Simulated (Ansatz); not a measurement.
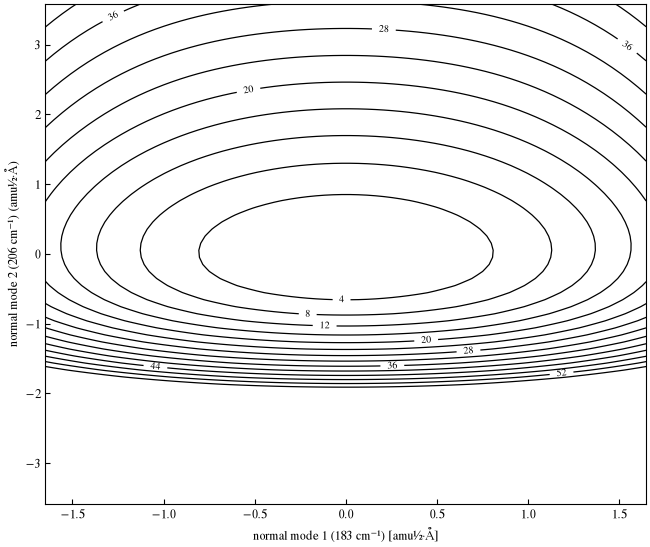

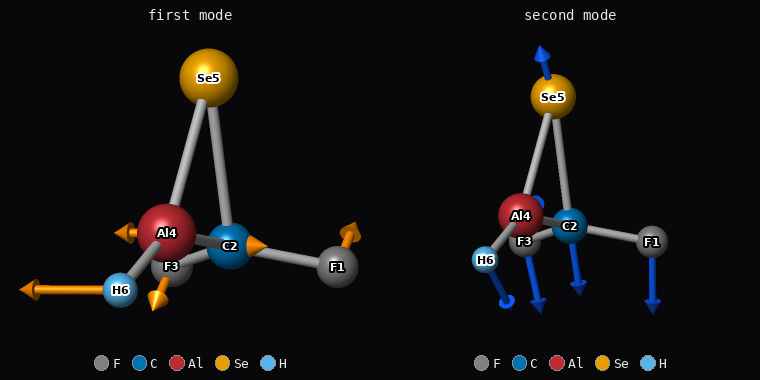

Energy landscape of CHAlF2Se, SMILES F[C]1(F)[AlH][Se]1. First axis: normal mode 1 (183 cm⁻¹). Second axis: normal mode 2 (206 cm⁻¹). Nothing is relaxed (straight displacements along the two mass-weighted modes). The scan uses a 9 × 9 grid. Points are written as (first, second). Energies are in kJ/mol, from the lowest grid point. These are results of RKS r2SCAN0-D4/def2-SVP in Ansatz 0.2.0, not measurements.

The picture shows contour lines labelled in kJ/mol (none above 56). Between grid points the surface is interpolated. The second picture is the structure at the lowest point

**Describe this landscape.**

The lowest grid point is at (0.00 amu½·Å, 0.00 amu½·Å). No other kind of well shows on this grid. The highest grid point, (1.65 amu½·Å, −3.59 amu½·Å), lies 399 kJ/mol above the lowest.

The input of one point:

```yaml
crystal:
  periodic: [false, false, false]
  atoms:
    - { symbol: F, position_ang: [1.061813, -0.800099, 1.344708] }
    - { symbol: C, position_ang: [0.301247, -0.663696, 0.260375] }
    - { symbol: F, position_ang: [0.070205, -1.886883, -0.212025] }
    - { symbol: Al, position_ang: [-0.700628, 0.929628, -0.21308] }
    - { symbol: Se, position_ang: [1.274455, 0.523328, -1.188058] }
    - { symbol: H, position_ang: [-1.964992, 1.833621, -0.03812] }
basis:
  gaussian: { orbitals: def2-SVP }
hamiltonian:
  xc: { name: r2SCAN0 }
  dispersion: d4
output:
  forces: true
```

Time for the 81 points that were run: 16 min on 1 thread of Arm Neoverse V1 (shared host).
